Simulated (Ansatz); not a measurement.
# AlZn2Cd, from a guessed structure to a relaxed one, part 2 of 2

Starting from a made-up structure for AlZn2Cd, the aim is the relaxed cell, its shortest contacts and, where a second run follows, its electronic structure.

Ansatz 0.2.0; DFT, r2SCAN, plane-wave PAW, files of the set soft_1, scalar-relativistic, no spin, cell and ions relaxed at zero pressure; PAW set soft_1 (the session's first sound run).

So far: The starting structure; Relaxing cell and atoms. The relaxed cell has a, b, c = 4.202, 9.639, 7.020 Å (conventional setting).

## (3) Electronic structure of the relaxed cell

With the geometry fixed, one more self-consistent run, with a narrower smearing and the mesh shown in its input, gives the bands, and its pressure, and its forces where symmetry allows any, show how far the geometry depends on these settings.

This step: DFT, r2SCAN, plane-wave PAW, files of the set soft_1, scalar-relativistic, no spin, bands and density of states at the relaxed cell; PAW set soft_1 (Ansatz 0.2.0).

Input file input.yaml:

```yaml
crystal:
  lattice:
    - [2.1008806667, -4.8197355093, 0.0]
    - [2.1008806667, 4.8197355093, 0.0]
    - [0.0, 0.0, 7.0202191964]
  atoms:
    - { symbol: Cd, position: [0.0561770435, 0.9438229565, 0.25] }
    - { symbol: Cd, position: [0.9438229565, 0.0561770435, 0.75] }
    - { symbol: Zn, position: [0.6294943553, 0.3705056447, 0.5644971716] }
    - { symbol: Zn, position: [0.3705056447, 0.6294943553, 0.4355028284] }
    - { symbol: Zn, position: [0.3705056447, 0.6294943553, 0.0644971716] }
    - { symbol: Zn, position: [0.6294943553, 0.3705056447, 0.9355028284] }
    - { symbol: Al, position: [0.7646654776, 0.2353345224, 0.25] }
    - { symbol: Al, position: [0.2353345224, 0.7646654776, 0.75] }
kpoints:
  mp_grid: { grid: [8, 8, 6] }
  band_path:
    path:
      - [[0.0, 0.0, 0.0], [0.2975003, 0.2975003, 0.0], [0.0, 0.5, 0.0], [0.0, 0.5, 0.5], [0.2975003, 0.2975003, 0.5], [0.0, 0.0, 0.5], [0.0, 0.0, 0.0], [-0.5, 0.5, 0.0], [-0.2975003, 0.7024997, 0.0], [-0.2975003, 0.7024997, 0.5], [-0.5, 0.5, 0.5], [-0.5, 0.5, 0.0]]
      - [[0.0, 0.0, 0.5], [-0.5, 0.5, 0.5]]
    npoints: 6
scf:
  occupations: { method: fermi_dirac, width: 0.03 }
  n_extra_bands: 12
hamiltonian:
  xc: r2scan
  pseudopotentials: { kind: paw, azcp: { folder: soft_1 } }
output:
  forces: true
  stress: true
  write_bands: true
  dos: { projected: true }
  write_density: true
  write_potential: true
  elf: true
  volumetric_format: npy
```

Started as:

```sh
$ ansatz run input.yaml --threads 4 --pin off --max-ram 10240MiB --backend cpu --events-out ev --progress --plain --runs-dir out
```

Numbers of over 12 decimals in the logs are rounded to 6 here.

The program printed:

```text
[...]
Crystal: 8 atoms, lattice volume = 142.169 Å³
Basis set: ecut = 500 eV, 3627 PW (Γ), exchange–correlation on 160×160×216 points (64 copies of the dense FFT grid, shifted against one another)
Bands: 59, of which v1, the nominal top of the filled ones, is band 47 counted from 1 (46 counted from 0)
Symmetry: 8 space group operations
[...]
k-points: 84 of 384
[...]
SCF iter  11: F=-30918.868366 eV  HF=-30918.868366 eV  |F-HF|=3.42e-10  |Δ(HF+E_count)|=   6.08e-8  Δρ=2.11e-6  dr2=7.36e-9  dr2_τ=2.81e-10  ethr=1.06e-10  ⟨swp⟩=14.6  Hψ=35588  notcnv=0
SCF 1 converged in 11 iterations: F = -30918.868366 eV  dr2 = 7.36e-9
[...]
NSCF: frozen V_eff on 74 k-points
SCF converged after 11 iterations
Free energy (F): -30918.868366 eV
[...]
Internal energy: -30918.861001 eV  (E = F + TS)
E sigma→0 (E₀):  -30918.864684 eV
Entropy (-TS):   -0.007365 eV (-0.921 meV/atom)
Fermi energy:    10.702388 eV
[...]
--- Forces (eV/Å), atoms counted from 1 ---
  atom   1  Cd     0.00000000    -0.01622580     0.00000000
  atom   2  Cd     0.00000000     0.01622580     0.00000000
  atom   3  Zn     0.00000000     0.00047042    -0.01536494
  atom   4  Zn    -0.00000000    -0.00047042     0.01536494
  atom   5  Zn     0.00000000    -0.00047042    -0.01536494
  atom   6  Zn     0.00000000     0.00047042     0.01536494
  atom   7  Al     0.00000000     0.04268565     0.00000000
  atom   8  Al     0.00000000    -0.04268565     0.00000000
  max |Σ_I F_I| component: 6.94e-18 eV/Å
--- Stress (GPa, compression-positive) ---
        0.287718       0.000000       0.000000
        0.000000      -0.488086       0.000000
        0.000000       0.000000       0.048240
  P = ⅓ Tr σ = -0.0507 GPa (-0.507 kbar)
--- Band table (eV; the first three rows and the last of 84) ---
  k-point 0: bands = [... 43 lower, 9.8888, 10.6185, 10.9639, 11.5056, 11.5856, 11.9174, 12.1211, 12.7944, ... 8 higher]
  k-point 1: bands = [... 43 lower, 9.5622, 10.3686, 10.7036, 11.3733, 11.5877, 12.0776, 12.3856, 12.7332, ... 8 higher]
  k-point 2: bands = [... 43 lower, 9.0460, 9.6031, 9.9332, 10.9524, 11.6609, 12.3008, 12.5298, 12.9305, ... 8 higher]
  k-point 83: bands = [... 43 lower, 9.0133, 9.8892, 9.8892, 10.8149, 10.8149, 11.9491, 11.9491, 15.8963, ... 8 higher]
```

Elapsed: 43 s, on 4 threads of Arm Neoverse V1, shared host; peak memory 1.3 GiB; 2.7 min of CPU time.

Numbers from this step:

```
free energy             : -30918.8684 eV
energy at zero smearing : -30918.8647 eV
smearing term TS        : 0.007365 eV
Fermi energy            : 10.70 eV
pressure                : -0.05071 GPa
```

bands.tsv at the labelled points (eV, zero at the Fermi level; the bands that come nearest the Fermi level along the path):

| point | band 43 | band 44 | band 45 | band 46 | band 47 | band 48 | band 49 | band 50 |
| --- | --- | --- | --- | --- | --- | --- | --- | --- |
| Γ | -2.77 | -0.81 | -0.08 | 0.26 | 0.80 | 0.88 | 1.21 | 1.42 |
| X | -3.98 | -3.49 | -3.21 | -2.78 | -2.23 | 0.46 | 0.70 | 2.77 |
| S | -3.67 | -3.58 | -3.40 | -3.28 | -0.81 | -0.02 | 0.08 | 0.26 |
| R | -3.10 | -3.10 | -2.21 | -2.21 | -0.59 | -0.59 | 1.06 | 1.06 |
| A | -5.12 | -5.12 | -0.49 | -0.49 | 0.73 | 0.73 | 1.09 | 1.09 |
| Z | -2.17 | -2.17 | -1.57 | -1.57 | 0.63 | 0.63 | 1.93 | 1.93 |
| Γ | -2.77 | -0.81 | -0.08 | 0.26 | 0.80 | 0.88 | 1.21 | 1.42 |
| Y | -4.62 | -4.32 | -1.86 | 0.42 | 1.33 | 2.46 | 2.55 | 2.89 |
| X1 | -3.98 | -3.49 | -3.21 | -2.78 | -2.23 | 0.46 | 0.70 | 2.77 |
| A1 | -5.12 | -5.12 | -0.49 | -0.49 | 0.73 | 0.73 | 1.09 | 1.09 |
| T | -1.69 | -1.69 | -0.81 | -0.81 | 0.11 | 0.11 | 1.25 | 1.25 |
| Y | -4.62 | -4.32 | -1.86 | 0.42 | 1.33 | 2.46 | 2.55 | 2.89 |
| Z | -2.17 | -2.17 | -1.57 | -1.57 | 0.63 | 0.63 | 1.93 | 1.93 |
| T | -1.69 | -1.69 | -0.81 | -0.81 | 0.11 | 0.11 | 1.25 | 1.25 |

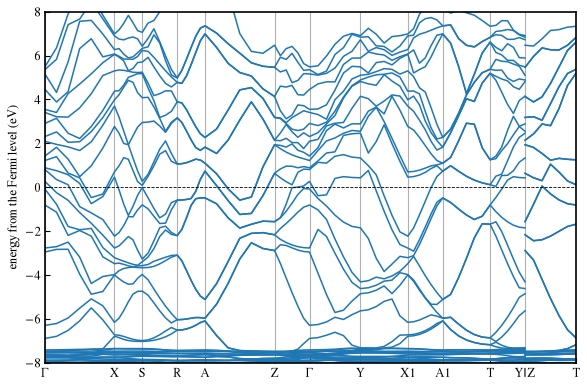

Bands along the path. 21 bands lie wholly below the window drawn.

Counts of states for the cell as run, both spins, by energy window (eV from the Fermi level):

| from | to | total |
| --- | --- | --- |
| -8 | -7 | 32.99 |
| -7 | -6 | 1.66 |
| -6 | -5 | 1.82 |
| -5 | -4 | 2.01 |
| -4 | -3 | 2.32 |
| -3 | -2 | 2.37 |
| -2 | -1 | 2.62 |
| -1 | 0 | 2.48 |
| 0 | 1 | 2.40 |
| 1 | 2 | 2.83 |
| 2 | 3 | 3.21 |
| 3 | 4 | 3.19 |
| 4 | 5 | 3.20 |

A further 45.7 states lie below the table's range.

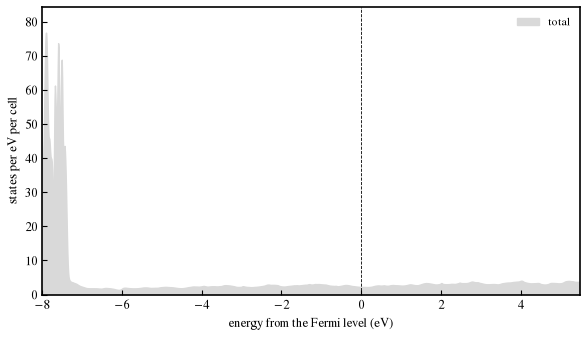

Total density of states, smoothed over about 0.04 eV.

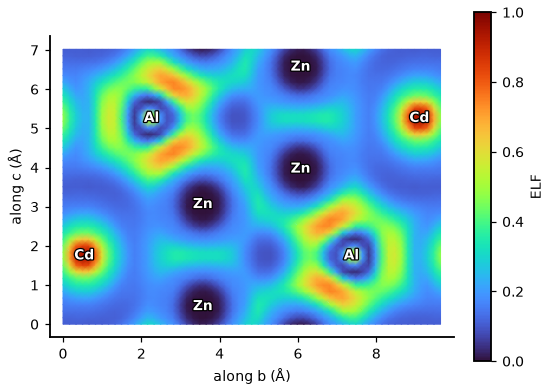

ELF in the bc plane of the conventional cell at fractional x = 0.000, with atoms of Cd and Zn and Al within 0.2 Å of it. It is the smooth field of the valence electrons, not physical close to the nuclei.

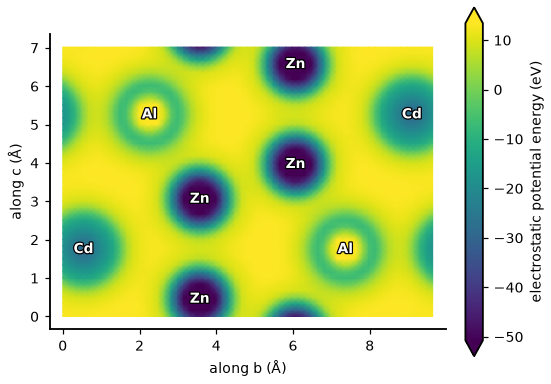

Electrostatic potential energy in the bc plane of the conventional cell at fractional x = 0.000, with atoms of Cd and Zn and Al within 0.2 Å of it. With pseudopotentials it is smooth inside the atoms' cores, unlike the true potential.

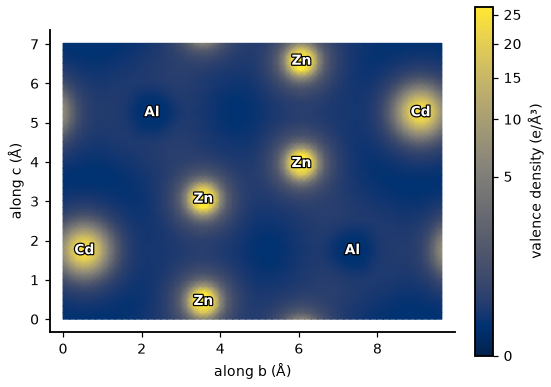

Valence density in the bc plane of the conventional cell at fractional x = 0.000, with atoms of Cd and Zn and Al within 0.2 Å of it. It is the smooth field of the valence electrons, not physical close to the nuclei. The colour scale is stretched toward low values.

## (4) Summary of results

- space group, relaxed: Cmcm
- conventional cell: a = 4.202, b = 9.639, c = 7.020 Å; α = 90.0°, β = 90.0°, γ = 90.0°
- volume per atom: 17.77 Å³ (guess 15.72)

**Reading.** AlZn2Cd relaxes to Cmcm with a = 4.202, b = 9.639 and c = 7.020 Å. The guessed volume was 12 % too small. The space group Cmcm was held in the relaxation, so the end point is a stationary structure within it and may be a saddle against distortions or other arrangements. Bands cross the Fermi level, so it is a metal or semimetal at this level. On the 8×8×6 mesh with the narrower smearing (relaxed on 7×7×4) the largest force component is 0.043 eV/Å and the largest stress component is 0.488 GPa, against the relaxation's thresholds of 0.015 eV/Å and 0.05 GPa. The cutoff wasn't tested. No dispersion term is used, so weakly bound directions may come out too long. Nothing here tests whether the compound is stable against decomposition.

[Logs are printed without paths, hosts, clocks, repeated set-up lines and the standing remarks that a program may print on its own settings, such as how far it seeks lower states.]

[Hosts, paths, dates, database ids (printed as entryN), source tags and the programs' standing remarks are cut or masked in the printed files.]
